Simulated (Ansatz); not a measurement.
| atom | x (Å) | y (Å) | z (Å) |
| --- | --- | --- | --- |
| Al | 0.6646 | 1.5979 | -0.4079 |
| Al | 1.5775 | -1.1292 | 0.6015 |
| Br | -1.5209 | 2.0551 | -0.1438 |
| Br | 0.9095 | -0.5058 | -1.6755 |
| F | 1.2215 | 0.6081 | 1.0259 |
| F | 3.2302 | -1.2854 | 0.6237 |
| H | 1.7493 | 2.6446 | -0.8270 |
| H | 0.6018 | -2.1370 | 1.2883 |

Geometry: PBE0-D4/def2-SVP.

Theory: Ansatz, isolated molecule in a Gaussian basis; Kohn-Sham density functional theory, functional PBE0.

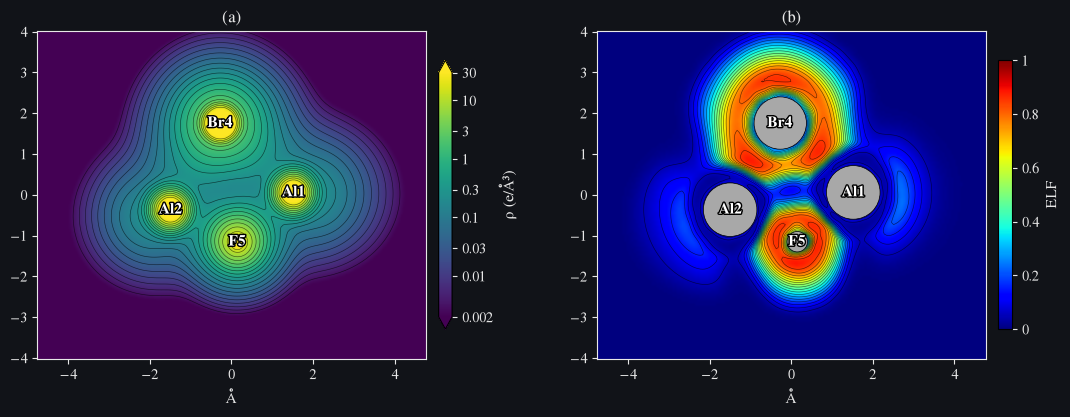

Al2Br2F2H2. (a) electron density; (b) electron localisation function on the plane of atoms Br4, Al1 and F5. Grey discs cover the atomic cores in the ELF map.

### What do the fields say about this system?

Atoms in the plane: Al, Br and F.
Al–F (1.82 Å): ρ at the midpoint is about 0.53 e/Å³; the ELF peaks at about 0.85 in the valence shell of F, 0.5 Å from its nucleus, and is about 0.30 at the midpoint.
Al–Br (2.45 Å): the density is about 0.46 e/Å³ at the midpoint; the ELF peaks at about 0.85 in the valence shell of Br, 1.2 Å from its nucleus, and is about 0.85 at the midpoint.
The ELF also peaks beside F5 and Br4, away from the bonds: lone-pair regions.
